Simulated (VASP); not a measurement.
Band structure of Rb₃Li (space group Fm-3m). Computed with PBEsol GGA, VASP's PBE PAW potentials (set 64) (plane waves; VASP).

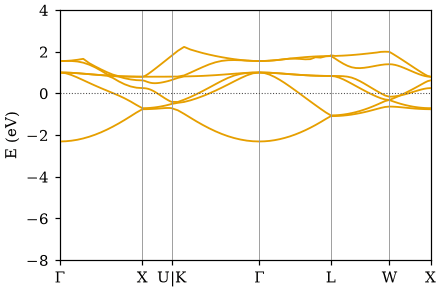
*Bands along high-symmetry lines, zero at the valence-band maximum or, without a gap, the Fermi level*

**Question.** Read the plot: is there a gap, and where are the band edges?

**Answer.** It has no gap at this level: it comes out as a metal or semimetal. (Edges off the drawn lines would not show.)

The structure comes from a computed database's Rb3Li entry (Fm-3m); how it stands against other phases isn't given here. It was relaxed first.
